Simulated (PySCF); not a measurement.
C$_{7}$H$_{11}$O$_{2}$P (SMILES C=CP1(=O)CCC(=O)CC1)

| atom | x (Å) | y (Å) | z (Å) |
| --- | --- | --- | --- |
| C | -3.2008 | 1.2064 | -0.1484 |
| C | -2.1495 | 0.7883 | 0.5353 |
| P | -0.6722 | 0.2661 | -0.3743 |
| O | -0.7737 | 0.3567 | -1.8343 |
| C | -0.2640 | -1.4217 | 0.2366 |
| C | 1.1173 | -1.7700 | -0.3198 |
| C | 2.1651 | -0.8195 | 0.2190 |
| O | 3.0448 | -1.1759 | 0.9603 |
| C | 2.0128 | 0.6171 | -0.2330 |
| C | 0.7295 | 1.2274 | 0.3322 |
| H | -4.1162 | 1.5313 | 0.3197 |
| H | -3.1596 | 1.2305 | -1.2265 |
| H | -2.1307 | 0.7432 | 1.6142 |
| H | -0.2691 | -1.4595 | 1.3260 |
| H | -1.0128 | -2.1185 | -0.1477 |
| H | 1.3924 | -2.7926 | -0.0510 |
| H | 1.0823 | -1.6799 | -1.4090 |
| H | 2.8858 | 1.1872 | 0.0934 |
| H | 1.9532 | 0.6421 | -1.3245 |
| H | 0.7246 | 1.1914 | 1.4216 |
| H | 0.6317 | 2.2669 | 0.0096 |

Geometry: GFN2-xTB.

The calculation used PBE0/pcSseg-1, SCF density, gas phase, non-relativistic in PySCF 2.14.0.

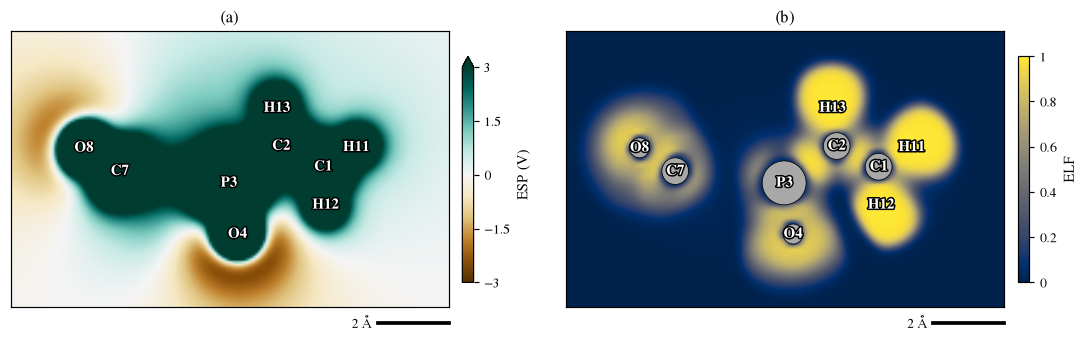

Figure 1. (a) molecular electrostatic potential; (b) electron localisation function on the plane of atoms C2, C1 and H12. Grey discs cover the atomic cores in the ELF map.

**Describe what can be read from this map.**

- Atoms in the plane: C, P, O and H.
- C–O (1.20 Å): the ELF peaks at about 0.85 between the atoms; a short, multiple covalent bond.
- C–C (1.32 Å): the ELF peaks at about 0.90 between the atoms; a multiple bond.
- P–O (1.47 Å): the ELF peaks at about 0.85 between the atoms, as expected for a short, strongly polar bond.
- C–P (1.81 Å): the ELF peaks at about 0.95 between the atoms (a covalent bond).
- C–H (1.08 Å): the ELF climbs to about 1 towards the hydrogen, as it does in any bond to H (an ordinary covalent bond to hydrogen).
- The ELF also peaks beside O4 and O8, away from the bonds: lone-pair regions.
- Outside the dense part of the molecule the potential is most negative (−2.5 V) near O4.

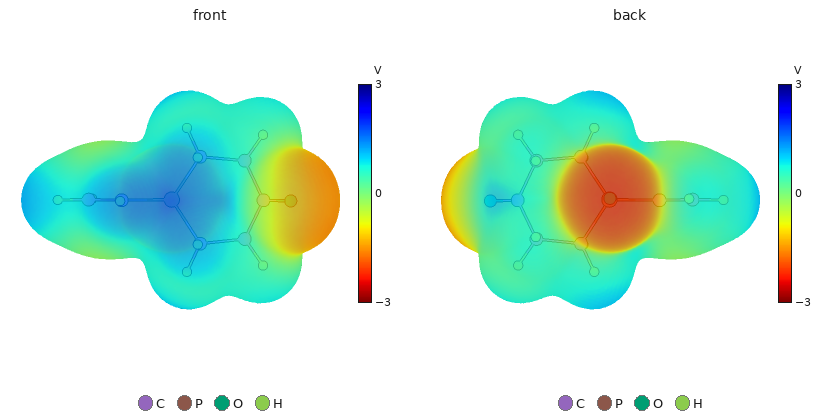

Figure 2. The electrostatic potential painted on the density surface at 0.002 e/bohr³, seen from the front and from behind; red is negative and blue positive.

**Where is the surface potential most negative and most positive?**

The most negative region (about −2.1 V) lies over O4, the most positive (about +1.4 V) over the C, H and P atoms. O4 is the likeliest acceptor of a hydrogen bond.

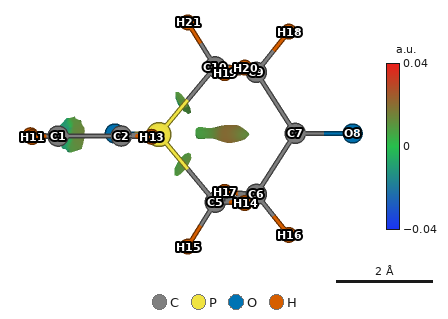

Figure 3. Non-covalent interaction (NCI) plot: the surface where the reduced density gradient is 0.5, for densities under 0.05 a.u., coloured by sign(λ₂)ρ; seen at a tilt.

**Which non-covalent interactions does the plot reveal?**

Near H12, O4 and C1: mostly steric crowding (olive to red); near H17, O4 and C6: mostly steric crowding (olive to red); near H19, O4 and C9: mostly steric crowding (olive to red); inside the ring or cage of P3, C5, C6, C7, C9 and C10: steric crowding (red).
